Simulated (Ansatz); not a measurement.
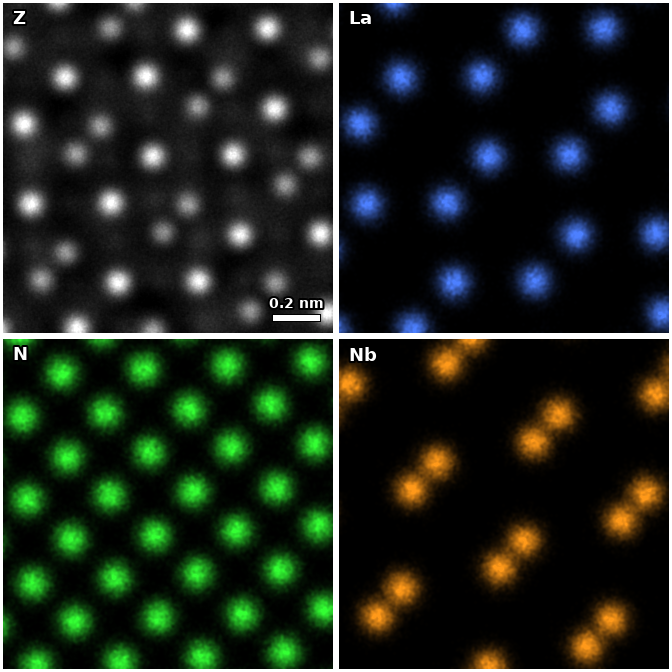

A crystal along [001]. Panel Z: Simulated incoherent Z contrast: every atom adds Z^1.7 spread by a probe of 0.86 Å full width; channelling and multiple scattering are left out. The probe carries 15 % of its weight in a tail 2.5 times as wide. Shot noise and the speckle of an amorphous layer were added. The other panels are simulated element maps (the number of atoms of one element along the beam, blurred by 1.1 Å, with counting noise; each on its own scale, no channelling).

Question: Which columns does each element occupy?

Answer: The projected cell (5.21 × 5.80 Å, 117°) holds 8 columns: 4 of N, 2 of Nb and 2 of La. No column is shared by two of the mapped elements. The brightest columns of the Z-contrast image hold La.

The crystal is LaNbN₄ (C2/c, No. 15). Model: the geometry relaxed (final pressure about 20 GPa) with DFT, PAW plane waves, lda (Ansatz); the starting structure was generated, so it need not be a known form of this composition.
